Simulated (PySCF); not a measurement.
```yaml
atoms:
  - { symbol: N, position_ang: [-2.3185, 1.6409, -1.1566] }
  - { symbol: C, position_ang: [-1.8205, 0.8151, -0.5423] }
  - { symbol: C, position_ang: [-1.1589, -0.2092, 0.2144] }
  - { symbol: N, position_ang: [-1.8718, -1.0220, 0.8749] }
  - { symbol: C, position_ang: [0.2888, -0.1741, 0.1180] }
  - { symbol: C, position_ang: [1.0972, 0.6852, -0.5850] }
  - { symbol: N, position_ang: [2.4121, 0.4102, -0.4340] }
  - { symbol: C, position_ang: [2.6570, -0.5703, 0.3133] }
  - { symbol: S, position_ang: [1.2960, -1.3485, 0.9811] }
  - { symbol: H, position_ang: [-1.3550, -1.7298, 1.3936] }
  - { symbol: H, position_ang: [0.7791, 1.5051, -1.2033] }
```

Geometry: GFN2-xTB.

All numbers below come from UKS B3LYP, pcH-1 on C H N S, non-relativistic, mean-field spin-orbit, GIAO (PySCF).

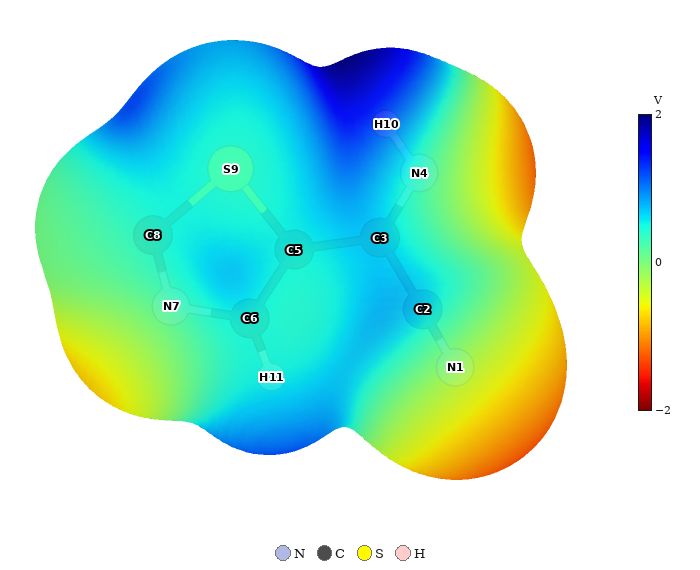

C$_{5}$H$_{2}$N$_{3}$S (SMILES [H]/N=C(/C#N)c1cn[c]s1) (doublet). The electrostatic potential painted on the density surface at 0.001 e/bohr³, seen at a tilt; the colour scale runs from red (negative) to blue (positive).

> Which sites attract a positive test charge, and which a negative one?

A positive charge is drawn to the negative regions and a negative charge to the positive ones. The most negative region (about −1.3 V) lies over N1, the most positive (about +1.9 V) over H10. N1 is the likeliest acceptor of a hydrogen bond.
